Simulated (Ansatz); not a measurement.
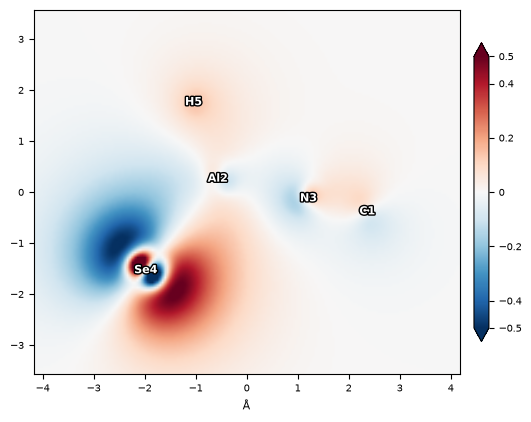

*CHAlNSe (SMILES [C-]#[N+][AlH][Se]) (doublet). The LUMO (β) on the molecular plane (values in Å⁻³ᐟ²; the overall sign is arbitrary).*

Geometry: PBE0-D3(BJ)/def2-SVP.

The calculation used isolated molecule in a Gaussian basis; Kohn-Sham density functional theory, functional PBE0 (Ansatz).

```xyz
5

C    -1.3175   -3.2468    0.6533
Al   -0.1374   -1.7649    2.9719
N    -0.8531   -2.6614    1.5684
Se    2.0655   -2.2141    3.4280
H    -1.0099   -0.7521    3.7966
```

Question: Describe this orbital and give its energy.

Answer: It lies mainly on Se4 (about 85 %); it is symmetric in the molecular plane (an in-plane orbital: σ, lone-pair or in-plane π type). Its energy is −5.06 eV.
